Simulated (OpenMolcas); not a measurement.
## Single-point calculation of CH$_{5}$Si (charge +1) (part 1 of 2)

The run: single-point calculation of CH$_{5}$Si, charge +1. Method and program: PBE0/aug-cc-pVDZ, RKS (OpenMolcas 26.06).

The geometry is that of the parent species in another charge or spin state. The geometry comes from this level: PBE0-D4/def2-TZVP.

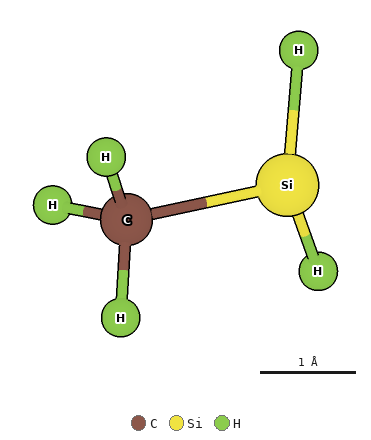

Figure 1. The structure (ball-and-stick view, seen at a tilt). Bond lengths as drawn: C–H 1.09 Å, C–Si 1.87 Å and H–Si 1.49 Å.

## Input
```
&gateway
baslib
$CurrDir
coord
7
angstrom
C       -0.122600      -0.803200       0.095200
Si       0.176200       1.034800       0.314000
H       -0.204800      -1.054900      -0.966600
H        0.699200      -1.383300       0.519500
H       -1.047100      -1.107700       0.589500
H       -0.951500       1.846400      -0.225700
H        1.450600       1.468000      -0.326000
basis
aug-cc-pVDZ
group
NoSym
&seward
gridinput
Grid=UltraFine
End of Grid
&scf
charge
1
ksdft
PBE0
thresholds
1e-10 1e-07 1e-07 1e-05
prorbitals
1 2
```

Command:
```bash
export MOLCAS_MEM=1860
pymolcas calc.input > calc.log
```

## The program's output
```
--- Start Module: gateway ---

                                              &GATEWAY

                       available to each process: 1.9 GB of memory, 1 thread

 Basis Set     1 Label: C.AUG-CC-PVDZ
 Basis set is read from library:.
 basistype.tbl is not found

 Basis Set     2 Label: SI.AUG-CC-PVDZ
 Basis set is read from library:.
 basistype.tbl is not found

 Basis Set     3 Label: H.AUG-CC-PVDZ
 Basis set is read from library:.
 basistype.tbl is not found

++    Symmetry information:
      ---------------------

                    Character Table for C1

                             E
                    a        1  x, y, xy, Rz, z, xz, Ry, yz, Rx, I
--

++    Basis set information:
      ----------------------

      Basis set label: C.AUG-CC-PVDZ.........

      Electronic valence basis set:
      ------------------
      Associated Effective Charge   6.000000 au
      Associated Actual Charge      6.000000 au
      Nuclear Model: Point charge

      Shell  nPrim  nBasis  Cartesian Spherical Contaminant
         s      10       4        X
         p       5       3        X
         d       2       2                 X

      Basis set label: SI.AUG-CC-PVDZ.........

      Electronic valence basis set:
      ------------------
      Associated Effective Charge  14.000000 au
      Associated Actual Charge     14.000000 au
      Nuclear Model: Point charge

      Shell  nPrim  nBasis  Cartesian Spherical Contaminant
         s      13       5        X
         p       9       4        X
         d       2       2                 X

      Basis set label: H.AUG-CC-PVDZ.........

      Electronic valence basis set:
      ------------------
      Associated Effective Charge   1.000000 au
      Associated Actual Charge      1.000000 au
      Nuclear Model: Point charge

      Shell  nPrim  nBasis  Cartesian Spherical Contaminant
         s       5       3        X
         p       2       2        X
--

++    Molecular structure info:
      -------------------------

                    ************************************************
                    **** Cartesian Coordinates / bohr, angstrom ****
                    ************************************************

     Center  Label                x              y              z                     x              y              z
        1      C1              -0.231680      -1.517828       0.179902             -0.122600      -0.803200       0.095200
        2      SI2              0.332970       1.955489       0.593374              0.176200       1.034800       0.314000
        3      H3              -0.387016      -1.993472      -1.826609             -0.204800      -1.054900      -0.966600
        4      H4               1.321297      -2.614058       0.981713              0.699200      -1.383300       0.519500
        5      H5              -1.978732      -2.093250       1.113994             -1.047100      -1.107700       0.589500
        6      H6              -1.798074       3.489190      -0.426511             -0.951500       1.846400      -0.225700
        7      H7               2.741237       2.774118      -0.616051              1.450600       1.468000      -0.326000

                    ***************************************
                    *    InterNuclear Distances / bohr    *
                    ***************************************

               1 C1            2 SI2           3 H3            4 H4            5 H5            6 H6
    1 C1       0.000000
    2 SI2      3.543123        0.000000
    3 H3       2.067959        4.687109        0.000000
    4 H4       2.063094        4.691306        3.345165        0.000000
    5 H5       2.062966        4.691193        3.345245        3.343491        0.000000
    6 H6       5.281246        2.816692        5.831891        6.997372        5.793913        0.000000
    7 H7       5.281342        2.816489        5.829351        5.796682        6.997316        4.599195

               7 H7
    7 H7       0.000000

                    *******************************************
                    *    InterNuclear Distances / angstrom    *
                    *******************************************

               1 C1            2 SI2           3 H3            4 H4            5 H5            6 H6
    1 C1       0.000000
    2 SI2      1.874940        0.000000
    3 H3       1.094317        2.480311        0.000000
    4 H4       1.091743        2.482532        1.770185        0.000000
    5 H5       1.091674        2.482472        1.770227        1.769299        0.000000
    6 H6       2.794715        1.490529        3.086104        3.702850        3.066007        0.000000
    7 H7       2.794766        1.490422        3.084760        3.067472        3.702820        2.433789

               7 H7
    7 H7       0.000000

                    **************************************
                    *    Valence Bond Angles / degree    *
                    **************************************
                          Atom centers                 Phi
                      3 H3       1 C1       4 H4       108.15
                      3 H3       1 C1       5 H5       108.15
                      4 H4       1 C1       5 H5       108.26
                      6 H6       2 SI2      7 H7       109.46
--

            Nuclear Potential Energy             55.68307710 au

--- Stop Module: gateway /rc=_RC_ALL_IS_WELL_ ---

--- Start Module: seward ---

                                              &SEWARD

                       available to each process: 1.9 GB of memory, 1 thread

               SEWARD will generate:
                  Multipole Moment integrals up to order  2
                  Kinetic Energy integrals
                  Nuclear Attraction integrals (point charge)
                  One-Electron Hamiltonian integrals
                  Velocity integrals
                  Orbital angular momentum around (  0.1429   0.8009   0.3994 )
                  Velocity quadrupole around (  0.1429   0.8009   0.3994 )
                  Two-Electron Repulsion integrals

                   Integrals are discarded if absolute value <: 1.00E-14
                   Integral cutoff threshold is set to       <: 1.00E-16

            Nuclear Potential Energy             55.68307710 au

      Basis set specifications :
      Symmetry species         a
      Basis functions           95

--- Stop Module: seward /rc=_RC_ALL_IS_WELL_ ---
--- Module seward spent 4 seconds ---

--- Start Module: scf ---

                                                &SCF

                       available to each process: 1.9 GB of memory, 1 thread

 ###############################################################################
 ###     Minimized-density-differences option turned off!                    ###
 ###############################################################################
++    Input section:
      --------------

      Header of the integral files:

      Cartesian coordinates in angstrom:
      -----------------------------------------------------
      No.  Label        X            Y            Z
      -----------------------------------------------------
       1   C1        -0.12260000  -0.80320000   0.09520000
       2   SI2        0.17620000   1.03480000   0.31400000
       3   H3        -0.20480000  -1.05490000  -0.96660000
       4   H4         0.69920000  -1.38330000   0.51950000
       5   H5        -1.04710000  -1.10770000   0.58950000
       6   H6        -0.95150000   1.84640000  -0.22570000
       7   H7         1.45060000   1.46800000  -0.32600000
      -----------------------------------------------------
      Nuclear repulsion energy =   55.68307710
--

++    Orbital specifications:
      -----------------------

      Symmetry species               1
                                     a
      Frozen orbitals                0
      Aufbau                        12
      Start temperature = 0.500
      End temperature   = 0.010
      Temperature Factor= 0.460
      Deleted orbitals               0
      Total number of orbitals      95
      Number of basis functions     95
--

      Molecular charge                           1.000

      Numerical integration parameters
      --------------------------------
      Radial quadrature type:                         MHL
      Size of radial grid:                            99
      Lebedev angular grid:                           41
      Angular grid pruned with the crowding factor:  1.00E+10
                                 and fading factor:  1.00E+01
      Screening threshold for integral computation:   1.00E-11
      Radial quadrature accuracy:                     1.00E-25
      Maximum batch size:                             128
      AO values are stored on disk
      The same grid will be used for all iterations.

      DFT functional specifications
      -----------------------------
      Using Libxc version: 6.2.2
      Please cite the following reference:
      S. Lehtola, C. Steigemann, M. J.T. Oliveira, and M. A.L. Marques.,  SoftwareX 7, 1–5 (2018) doi:10.1016/j.softx.2017.11.002

      * PBEH (PBE0)

++    Optimization specifications:
      ----------------------------

      SCF Algorithm: Conventional
      D(i)-D(i-1) density differences are used
      Number of density matrices in core                 5
      Maximum number of NDDO SCF iterations            400
      Maximum number of HF SCF iterations              400
      Threshold for SCF energy change             1.00E-10
      Threshold for density matrix                1.00E-07
      Threshold for Fock matrix                   1.00E-07
      Threshold for linear dependence             1.00E-09
      Threshold at which DIIS is turned on        1.50E-01
      Maximum depth in the DIIS procedure                5
      Maximum depth in the BFGS Hessian update          30
      Threshold at which QNR/C2DIIS is turned on  7.50E-02
      Threshold for Norm(delta) (QNR/C2DIIS)      1.00E-05
      All orbitals punched on: SCFORB
--

      Input vectors read from INPORB
      Orbital file label: *Guess orbitals

++ Convergence information
                                   PBE0       iterations: Energy and convergence statistics

Iter     Tot. PBE0       One-elec.       Two-elec.     Energy      Max Dij or  Max Fij      DNorm      TNorm      AccCon     Time
         Energy          Energy          Energy        Change      Delta Norm                                                in Sec.
   1  -327.046178171  -573.869043579   191.139788303   0.00E+00    1.41E-01*   3.78E-01*    1.00E+01   1.22E+02   None         3.
   2  -326.565577816  -565.395126526   183.146471606   4.81E-01*   1.41E-01*   2.03E-13     9.50E+01   1.19E+02   EDIIS        2.
   3  -329.370203923  -579.180759373   194.127478345  -2.80E+00*   8.48E-02*   5.10E-02*    1.29E+01   1.23E+02   EDIIS        2.
   4  -329.980771017  -579.056159679   193.392311557  -6.11E-01*   1.39E-01*   4.69E-02*    8.95E+00   1.24E+02   EDIIS        2.
   5  -330.057611181  -580.472117107   194.731428822  -7.68E-02*   9.64E-02*   3.46E-02*    1.50E+00   1.24E+02   EDIIS        2.
   6  -330.070932916  -579.525290590   193.771280570  -1.33E-02*   9.82E-02*   2.45E-02*    8.28E-01   1.24E+02   EDIIS        2.
   7  -330.071497502  -580.122581246   194.368006640  -5.65E-04*   1.01E-02*   1.33E-02*    7.42E-01   1.24E+02   EDIIS        2.

       Fermi aufbau procedure completed!
      nOcc=   12
```
